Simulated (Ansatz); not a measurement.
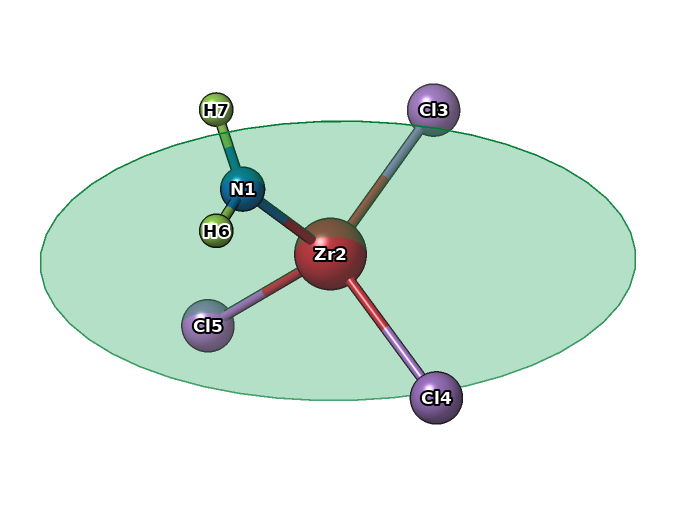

A disc through the centre of mass is drawn in. Depth is shown by fading: the farther an atom, the more it takes the colour of the background. Charge 0, singlet. Computed geometry: PBE0-D4/def2-TZVP optimisation.

Is the plane of the disc a mirror plane of the structure?

Answer. Yes. The reflection leaves N1, Zr2, Cl5 in place and moves Cl3 ↔ Cl4; H6 ↔ H7. The point group is Cs.
